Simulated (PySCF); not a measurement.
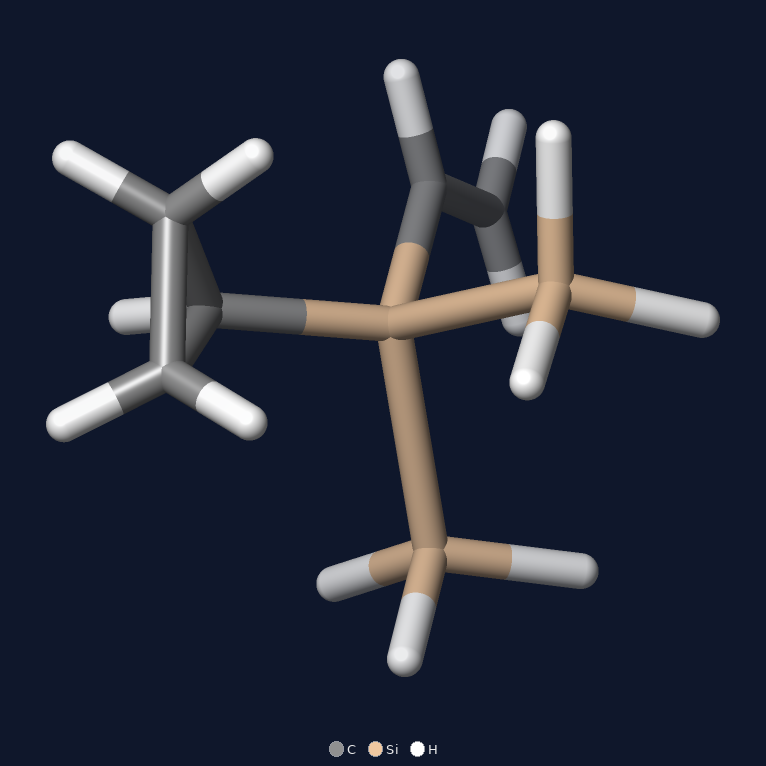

A stick model of a molecule.

The geometry was computed by an optimisation with PBE0-D3(BJ)/def2-SVP. No frequency run is at hand to confirm it as a minimum.

What does the picture show?

Formula C5H14Si3. SMILES: `C=C[Si]([SiH3])([SiH3])C1CC1`. Independent rings (smallest set): 1 of 3 members. Among its groups: alkene, Si–H bond. This geometry has C1 symmetry. Coordination, clear cases only: 2 C trigonal planar; 3 Si tetrahedral.

The parts below concern this one geometry. Atoms keep their numbers from picture to picture.

### Geometry

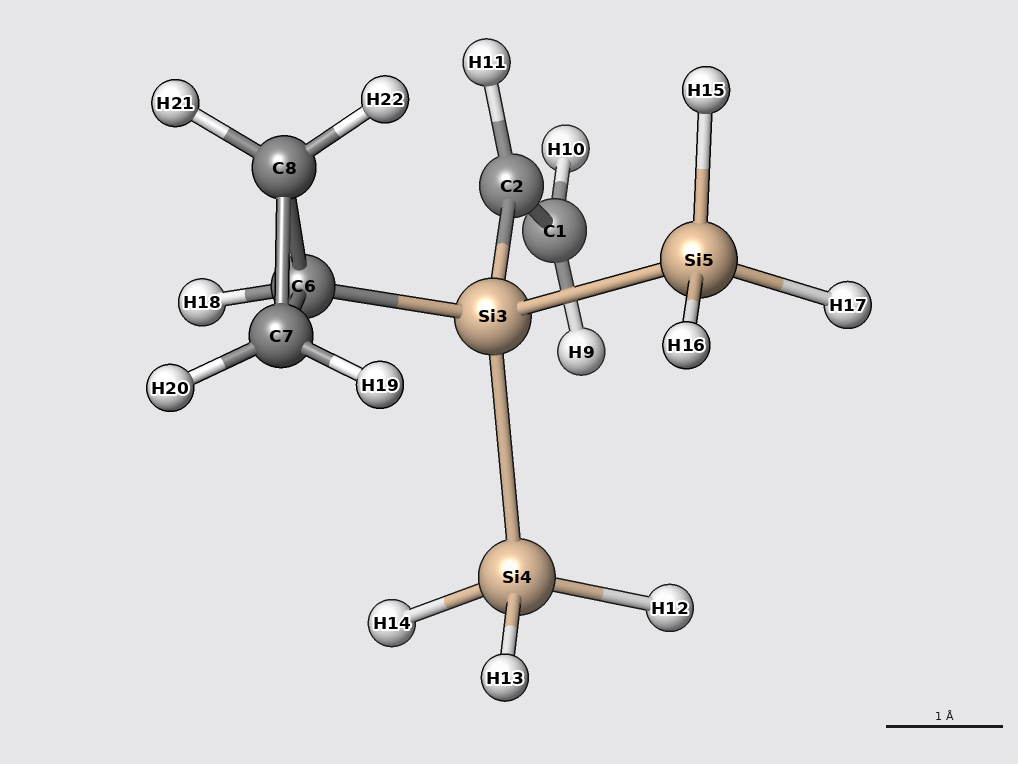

No frequency run is at hand to confirm it as a minimum.

What are the angles C1–C2–Si3, C1–C2–H11, C2–C1–H10, C2–Si3–Si4, Si3–C2–H11, Si3–Si4–H12, Si3–C6–C8, Si4–Si3–Si5, Si4–Si3–C6, C6–C7–H20, C6–C8–H22, C7–C6–C8?

```
      angle  degrees
  C1–C2–Si3    125.2
  C1–C2–H11    117.8
  C2–C1–H10    122.1
 C2–Si3–Si4    110.7
 Si3–C2–H11    117.0
Si3–Si4–H12    111.6
  Si3–C6–C8    121.8
Si4–Si3–Si5    107.6
 Si4–Si3–C6    109.6
  C6–C7–H20    117.6
  C6–C8–H22    118.5
   C7–C6–C8     59.2
```

### Levels of theory compared

No frequency run is at hand to confirm it as a minimum. Program: PySCF 2.14.0.

At this fixed geometry, give dipole (D), HOMO–LUMO gap (eV), HOMO energy (eV) at these levels: B3LYP/def2-SVPD; B3LYP/pcSseg-1; PBE0/pcSseg-1; PBE0/pcSseg-1 in methanol (IEF-PCM); PBE0/pcSseg-1 in tetrahydrofuran (IEF-PCM).

| level | dipole (D) | HOMO–LUMO gap (eV) | HOMO energy (eV) |
| --- | --- | --- | --- |
| B3LYP/def2-SVPD | 1.30 | 6.24 | −7.12 |
| B3LYP/pcSseg-1 | 1.31 | 6.33 | −7.16 |
| PBE0/pcSseg-1 | 1.28 | 6.71 | −7.36 |
| PBE0/pcSseg-1 in methanol (IEF-PCM) | 1.58 | 6.71 | −7.28 |
| PBE0/pcSseg-1 in tetrahydrofuran (IEF-PCM) | 1.53 | 6.71 | −7.28 |

### Ring current

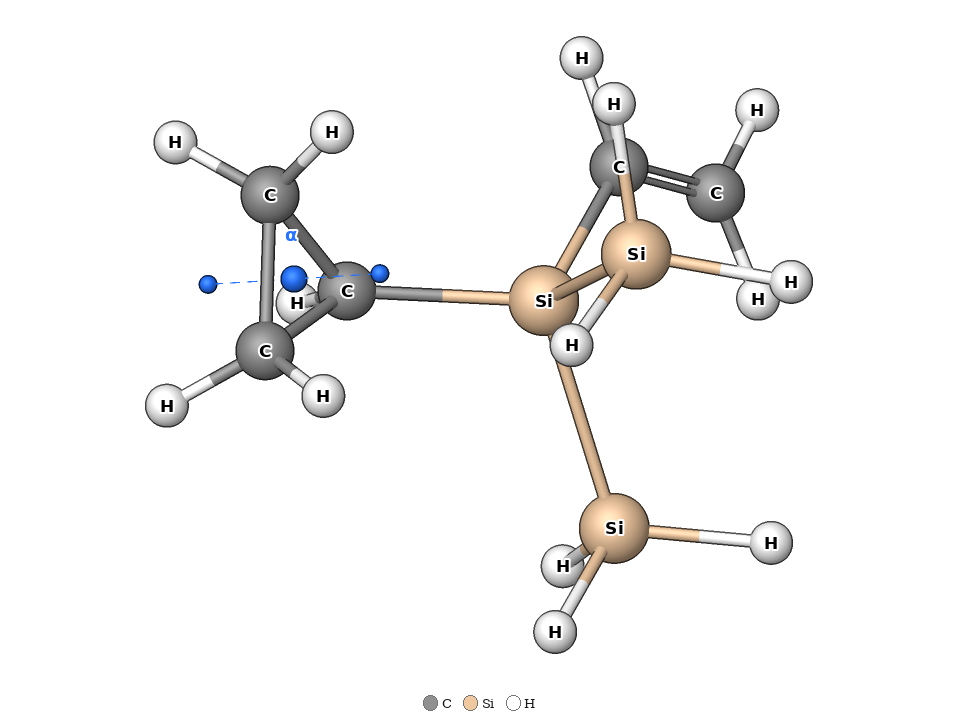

The small points mark where nucleus-independent chemical shifts (NICS) were computed: at the centre of each lettered ring and 1 Å above and below it. No frequency run is at hand to confirm it as a minimum. Level of theory: GIAO B3LYP/pcSseg-1 NMR shielding, non-relativistic, gas phase (PySCF 2.14.0).

Give NICS(0), NICS(1) and the out-of-plane component NICS(1)zz for each ring (means of the two sides).

```json
{"ring": "α", "members": "C3", "NICS(0)": "−43.8", "NICS(1)": "−8.5", "NICS(1)zz": "−24.2"}
```

Values in ppm.

### Charges

The questions are on Hirshfeld charges. No frequency run is at hand to confirm it as a minimum. Method: PBE0/pcSseg-1, gas phase (PySCF 2.14.0).

List the Hirshfeld charges.

```tsv
atom	value (e)
C1	−0.08
C2	−0.14
Si3	0.22
Si4	0.20
Si5	0.20
C6	−0.14
C7	−0.09
C8	−0.09
H9	0.04
H10	0.05
H11	0.04
H12	−0.07
H13	−0.07
H14	−0.08
H15	−0.07
H16	−0.07
H17	−0.07
H18	0.04
H19	0.04
H20	0.05
H21	0.05
H22	0.04
```

### NMR shielding

The questions are on isotropic NMR shieldings of the H atoms. No frequency run is at hand to confirm it as a minimum. Method: GIAO PBE0/pcSseg-1 NMR shielding, non-relativistic, IEF-PCM tetrahydrofuran (PySCF 2.14.0).

**Which H atom is the most shielded (lowest chemical shift)?**

H18 (31.33 ppm).

**Which H atom is the least shielded (highest chemical shift)?**

H11 (24.52 ppm).

**How wide is the range of H shifts?**

6.81 ppm.

List the isotropic NMR shieldings of the H atoms.

```
atom  σ (ppm)
  H9    25.02
 H10    24.84
 H11    24.52
 H12    27.69
 H13    27.78
 H14    27.62
 H15    27.86
 H16    27.97
 H17    28.16
 H18    31.33
 H19    30.93
 H20    30.53
 H21    30.37
 H22    30.79
```
